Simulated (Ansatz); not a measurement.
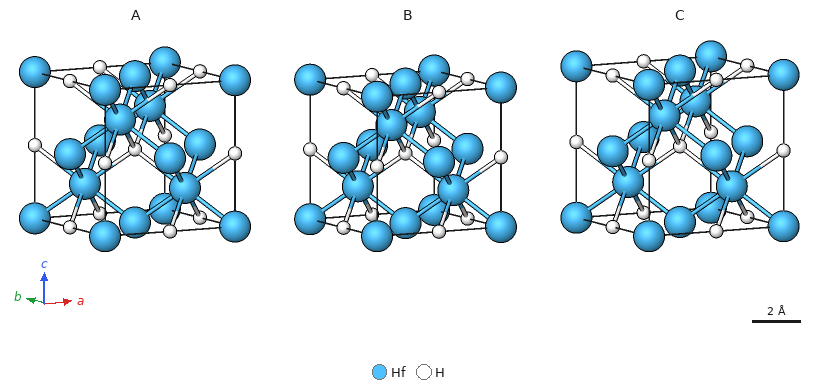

3 geometries from one relaxation of crystalline Hf₂H (a generated structure, set up in F-43m) (coarse preliminary run), in shuffled order. A ball-and-stick model of the conventional cell (4 times the calculation's cell), seen from a free direction. Lengths and directions refer to the drawn axes.

Level of theory: DFT PBE, scalar-relativistic, plane waves, PAW (Ansatz). Set-up: plane-wave cutoff 420 eV; k-point mesh 6 × 6 × 6; occupations gaussian; smearing width 0.1 eV; no spin polarisation; cell and atoms relaxed; force threshold 0.04 eV/Å; at most 70 steps.

Q: Order the frames from highest to lowest energy.

A: B, A, C. They are steps 0, 1, 4, at +202 meV per atom, +37.0 meV per atom relative to the last. Over 3 accepted moves (4 points after the start) the energy falls by 202 meV per atom. All forces vanish by symmetry, so only the cell relaxes. Pressure: 15.71 GPa at the start and 0.18 GPa at the end. The SCF was repeated once at an unchanged geometry on a basis and grid sized afresh for the cell, which shifted the energy by 3.9 meV per atom at most. No atom moves by more than 0.005 Å relative to the cell. The drawn cell changes as follows: a = b = c 5.943 → 6.451 Å (+8.5 %); the volume changes by +27.9 %. Near-neighbour distances that change, for instance: H–Hf 2.573 → 2.793 Å, Hf–Hf 2.573 → 2.793 Å. The space group stays F-43m (No. 216). Cost: 18 s on 1 thread of Arm Neoverse V1 (shared host), peak memory 0.35 GiB.
